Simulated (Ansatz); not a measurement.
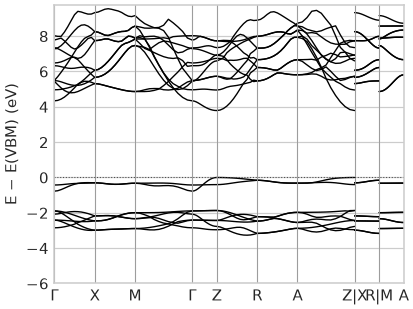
Figure. Band structure from DFT-r²SCAN in the program Ansatz with PAW potentials

Read off the gap and where the band edges lie.

About 3.8 eV (3.79 eV by a search for the band edges); maximum at Z, minimum at Z.

Which of these materials gives this?
(A) BaHCl, P4/nmm (Ba on 2c, H on 2a, Cl on 2c)
(B) BiBrO, P4/nmm (Bi on 2c, Br on 2c, O on 2a)
(C) C, P4_32_12 (C on 4a, C on 8b)
(D) BiClO, P4/nmm (Bi on 2c, Cl on 2c, O on 2a)

A, BaHCl, P4/nmm (Ba on 2c, H on 2a, Cl on 2c)

The workflow started from a Materials Project entry (that database holds measured and hypothetical structures alike); the Crystallography Open Database files this formula in space group No. 129, but the cells were not matched. Whether it is the stable phase at ambient conditions was not checked. The cell was relaxed with r²SCAN under the symmetry of its start; whether a distortion lowers the energy is not shown. Spin–orbit coupling is left out wherever it is not named.

Potentials: the later of the program's two PAW sets.
